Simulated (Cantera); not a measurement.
Input: 1 mol MgO, 0.73 mol I2, 0.26 mol H2, held at 0.680 bar.

Equilibrium computed with Cantera from the NASA thermochemical tables; the gas is ideal and each condensed phase is pure. Candidate condensed phases: H2O, I2, Mg, MgI2, MgO, Mg(OH)2; 20 gas species. The numbers say what is thermodynamically allowed, not how fast it happens.

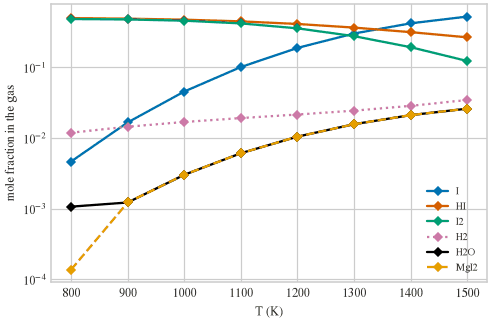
Figure. Equilibrium gas composition (values under 1e-9 drawn at 1e-9)

At 800 K the condensed part is MgI2(s) + MgO(s). From 900 K to 1500 K the condensed part is MgO(s). The main Mg-bearing gas is MgI2 throughout. The share of Mg in condensed phases is highest at 800 K (100.0 %) and lowest at 1500 K (96.5 %).
